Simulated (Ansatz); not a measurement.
# Calibrating HF/def2-SVP on molecular compounds of Al

The atomisation energy (no zero-point term) in kJ/mol of 7 molecular compounds of Al: x at HF/def2-SVP, y at CCSD(T)/CBS estimate. Shapes, held fixed at every level: PBE0-D4/def2-TZVP. Flexible molecules stand in one conformer, not always the lowest. Programs: Ansatz 0.2.0.

```
                                            molecule  x (kJ/mol)  y (kJ/mol)
                CH3AlClFS (SMILES C[S][Al]([F])[Cl])        2202        2957
         AlSiH4SClO (SMILES [SiH3][O][Al]([SH])[Cl])        2265        3074
         AlSiH4ClO2 (SMILES [OH][Al]([Cl])[O][SiH3])        2399        3302
                   C3H10AlN (SMILES CC(C)[NH][AlH2])        4093           ?
AlSi3H9O3 (SMILES [SiH3][O][Al]([O][SiH3])[O][SiH3])        4279        5782
                                      Si(AlF2)(CH3)3        4742        6214
       C7H17AlO3 (SMILES C[O][Al]([O]C(C)C)[O]C(C)C)        8507       11303
```

Question: Fit y = c + s·x to the known rows and predict y for C3H10AlN.

Answer: 
1. Means of the 6 rows: x = 4065.67, y = 5438.7.
2. Σ(Δx)² = 29721811, Σ(Δx·Δy) = 39087174, so the slope is 39087174/29721811 = 1.3151.
3. Intercept: 5438.7 − (1.3151) × 4065.67 = 91.9. The largest residual of the fit is 114.
4. C3H10AlN: 91.9 + 1.3151 × 4093 = 5475 kJ/mol.

CCSD(T)/CBS estimate gives 5442 kJ/mol, so the prediction is off by +33 kJ/mol, within the largest residual. Uncorrected, HF/def2-SVP misses it by -1349 kJ/mol, and the other rows by 1373 on average. The line removes about 100 % of this miss. Left out in turn, the other rows are missed by 79 kJ/mol on average. The CBS estimate extrapolates MP2 from def2-TZVPP and def2-QZVPP and adds CCSD(T) − MP2 in the triple-zeta set, cores frozen.

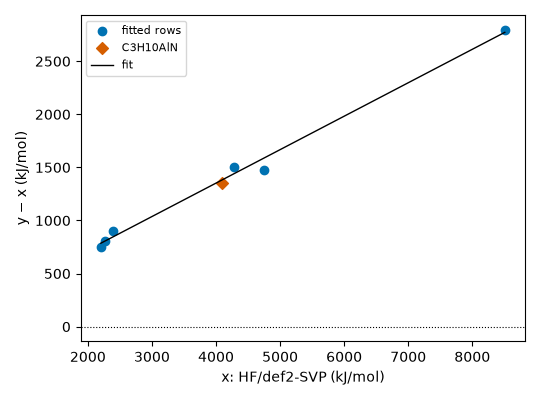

The correction y − x against x, with the fitted line and the withheld molecule.
